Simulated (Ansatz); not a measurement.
# Calculations on H11C2NO4

### Relaxation

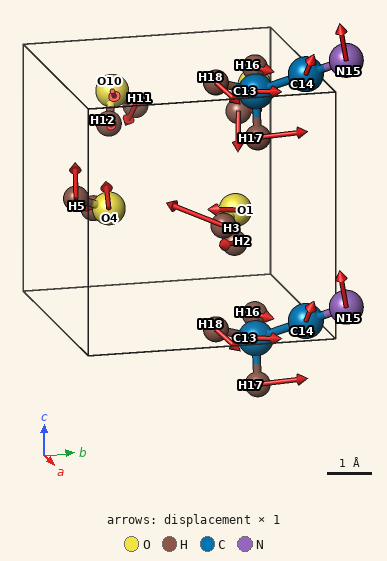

A relaxation of an amorphous cell of composition H$_{11}$C$_{2}$NO$_{4}$. The starting structure is drawn; red arrows show the displacements, at their true length.

Style: ball-and-stick. Shown: the cell of the calculation, slightly off an axis.

The cell holds 4 H2O + 1 CH3CN. The run prepares the start of a later molecular dynamics calculation, from a guessed geometry.

These are results of Ansatz 0.2.0, DFT PBE-D3(BJ), scalar-relativistic, plane waves, PAW, not measurements.

Input
```yaml
accuracy: low
crystal:
  lattice:
    - [5.915482, 0.0, 0.0]
    - [0.0, 5.915482, 0.0]
    - [0.0, 0.0, 5.915482]
  atoms:
    - { symbol: O, position: [0.6360959, 0.6905296, 0.4483143] }
    - { symbol: H, position: [0.5736969, 0.703251, 0.2974722] }
    - { symbol: H, position: [0.774577, 0.6058395, 0.4268821] }
    - { symbol: O, position: [0.5410148, 0.2037812, 0.4630386] }
    - { symbol: H, position: [0.5866008, 0.059114, 0.5246998] }
    - { symbol: H, position: [0.383462, 0.1823195, 0.4239835] }
    - { symbol: O, position: [0.315174, 0.8521758, 0.8603129] }
    - { symbol: H, position: [0.1872203, 0.8434324, 0.7585278] }
    - { symbol: H, position: [0.4285615, 0.7575464, 0.7896209] }
    - { symbol: O, position: [0.0562353, 0.3451017, 0.8027868] }
    - { symbol: H, position: [-0.0222788, 0.4596711, 0.7160793] }
    - { symbol: H, position: [0.1793757, 0.2990288, 0.7052032] }
    - { symbol: C, position: [0.7862947, 0.7332341, 0.9650983] }
    - { symbol: C, position: [0.9446241, 0.894284, 1.0649833] }
    - { symbol: "N", position: [1.0723378, 1.0241921, 1.1455538] }
    - { symbol: H, position: [0.6134974, 0.7752296, 1.0143802] }
    - { symbol: H, position: [0.7985317, 0.7380426, 0.7810376] }
    - { symbol: H, position: [0.8247785, 0.5622563, 1.0228632] }
basis:
  ecutwfc: 420.0
kpoints:
  mp_grid: { grid: [1, 1, 1] }
hamiltonian:
  xc: pbe
  dispersion: d3bj
scf:
  occupations: { method: fermi_dirac, width: 0.05 }
  lower_state_search: "off"
relax:
  f_tol: 0.3
  max_steps: 15
  adjacent_minimum: "off"
output:
  write_density: true
  write_potential: true
  elf: true
  volumetric_format: npy
```

Launched with:
```bash
ansatz run input.yaml --threads 1 --pin off --max-ram 3072MiB --backend cpu --events-out ev --progress --plain --runs-dir out
```

Q: Atoms of which element are displaced furthest, and by how much?

A: Hydrogen: up to 1.65 Å, against 0.97 Å for nitrogen.

Q: Describe the change and its energy.

A: The energy falls by 2.628 eV per cell of the calculation in 13 geometry steps. Largest force component: 1.9 eV/Å at the start, 0.29 eV/Å at the end. H3 moves most: 1.65 Å along [−3 −3 1]. By element the largest moves are H 1.65 Å, N 0.97 Å, O 0.94 Å, C 0.68 Å. The lattice vectors keep their values. Among the contacts that change: O1–H3 0.969 → 1.018 Å, C13–C14 1.461 → 1.430 Å, O4–H5 0.969 → 0.998 Å, C13–H17 1.092 → 1.111 Å. Bond angles that change, for instance: H5–O4–H6 104.0° → 100.5°, H16–C13–H17 108.8° → 106.4°. The run took 20 s on 1 thread of Arm Neoverse V1, with other jobs on the host, peak memory 0.32 GiB.

Limits of the set-up: the program's low-accuracy preset was used; the periodic images lie only 5.9 Å apart, so the values are limited by the cell's size.

### Dynamics

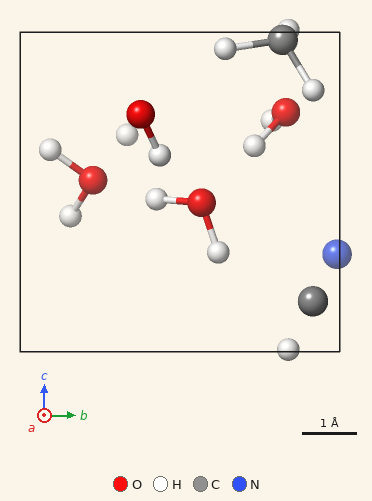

Starting frame of a dynamics run of a periodic cell with 4 H2O + 1 CH3CN at 0.907 g/cm³. A ball-and-stick model of the simulation cell, seen along the a axis.

Level of theory: Ansatz, DFT PBE-D3(BJ), scalar-relativistic, plane waves, PAW.

Input file:
```yaml
accuracy: low
crystal:
  lattice:
    - [5.915482, 0.0, 0.0]
    - [0.0, 5.915482, 0.0]
    - [0.0, 0.0, 5.915482]
  atoms:
    - { symbol: O, position: [0.66472886, 0.56806655, 0.46607805] }
    - { symbol: H, position: [0.65057301, 0.62034019, 0.31072676] }
    - { symbol: H, position: [0.56646198, 0.42732735, 0.47738674] }
    - { symbol: O, position: [0.40226217, 0.22808031, 0.5365485] }
    - { symbol: H, position: [0.44006264, 0.09424706, 0.63199734] }
    - { symbol: H, position: [0.29985444, 0.15761703, 0.42436834] }
    - { symbol: O, position: [0.42385922, 0.83202129, 0.74920212] }
    - { symbol: H, position: [0.26710064, 0.78830624, 0.72354784] }
    - { symbol: H, position: [0.51195459, 0.73342255, 0.64401] }
    - { symbol: O, position: [-0.00578466, 0.37738613, 0.74272759] }
    - { symbol: H, position: [-0.09446148, 0.43720996, 0.61483307] }
    - { symbol: H, position: [0.14146657, 0.33477571, 0.67854253] }
    - { symbol: C, position: [0.85853228, 0.82193054, 0.97576677] }
    - { symbol: C, position: [0.98670661, 0.91670962, 1.15741793] }
    - { symbol: "N", position: [1.09141238, 0.99224728, 1.30490084] }
    - { symbol: H, position: [0.67578203, 0.83960811, 1.00634327] }
    - { symbol: H, position: [0.89556953, 0.91742001, 0.81841299] }
    - { symbol: H, position: [0.90371877, 0.64231378, 0.94802713] }
basis:
  ecutwfc: 420.0
kpoints:
  mp_grid: { grid: [1, 1, 1] }
hamiltonian:
  xc: pbe
  dispersion: d3bj
scf:
  occupations: { method: fermi_dirac, width: 0.05 }
  lower_state_search: "off"
md:
  timestep: 0.5
  n_steps: 300
  ensemble: nvt_langevin
  temperature: 300.0
  initial_velocities: maxwell_boltzmann
  seed: 957906
  friction: 0.02
```

Launched with:
```bash
ansatz run input.yaml --threads 1 --pin off --max-ram 3072MiB --backend cpu --events-out ev --progress --plain --runs-dir out
```

### What does the trajectory do?

The mean temperature in the second half is 304 K (standard deviation 36 K). The potential energy in the second half lies on average 30.7 meV per atom above the first frame. In the second half of the run the atoms are, in the root-mean-square, this far from where they began (common drift taken out): N 0.39 Å, H 0.33 Å, O 0.23 Å, C 0.20 Å. The heavy atoms stay within a fraction of a molecule's size of their starting places; so short a run doesn't tell a liquid from a solid.

Along the run (each row but the first and the last is the mean over the interval that it begins):

| time (fs) | potential energy (meV/atom) | T (K) |
| --- | --- | --- |
| 0.0 | 0.0 | 283 |
| 25.0 | 29.2 | 218 |
| 50.0 | 33.3 | 270 |
| 75.0 | 30.7 | 279 |
| 100.0 | 29.5 | 312 |
| 125.0 | 31.9 | 321 |
| 150.0 | 30.8 | 316 |

The paths of the atoms:

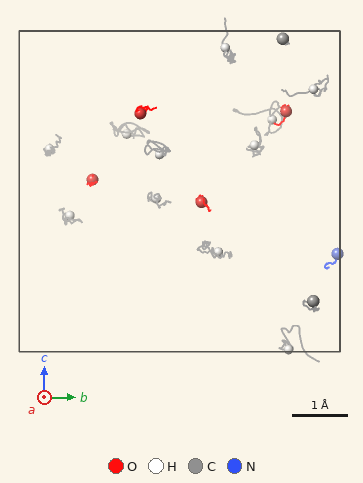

Limits of the set-up: the program's low-accuracy preset was used; the periodic images lie only 5.9 Å apart, so the values are limited by the cell's size.

### Dynamics

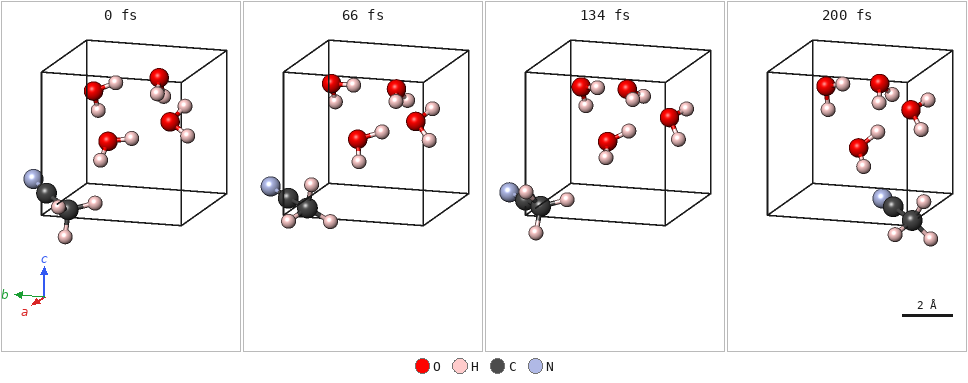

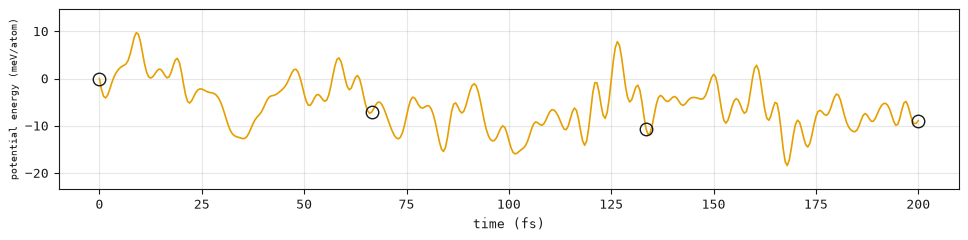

First-principles dynamics of a periodic cell with 4 H2O + 1 CH3CN at 0.907 g/cm³, 200 fs long. It starts from the last geometry of an earlier run, with fresh velocities. Frames and the history of the run. Style: ball-and-stick. Shown: the simulation cell, from a free direction. Atoms that leave the cell re-enter on the other side.

Method: DFT PBE-D3(BJ), scalar-relativistic, plane waves, PAW (Ansatz). Settings: plane-wave cutoff 420 eV; k-point mesh 1 × 1 × 1; Fermi-Dirac smearing 0.05 eV; low-accuracy preset; constant energy (NVE); velocities drawn for 300 K; time step 0.5 fs.

Question: Describe the run.

Answer: Root-mean-square distances from the starting positions over the second half, with the common drift of all atoms taken out: O 0.73 Å, H 0.73 Å, N 0.70 Å, C 0.62 Å. The heavy atoms stay within a fraction of a molecule's size of their starting places; so short a run doesn't tell a liquid from a solid. Over the second half the temperature averages 358 K (spread ±36 K). The potential energy in the second half lies on average 7.0 meV per atom below the first frame.

Limits of the set-up: the program's low-accuracy preset was used; the periodic images lie only 5.9 Å apart, so the values are limited by the cell's size.

Cost: 4.7 min on 1 thread of Arm Neoverse V1, with other jobs on the host, peak memory 0.32 GiB.
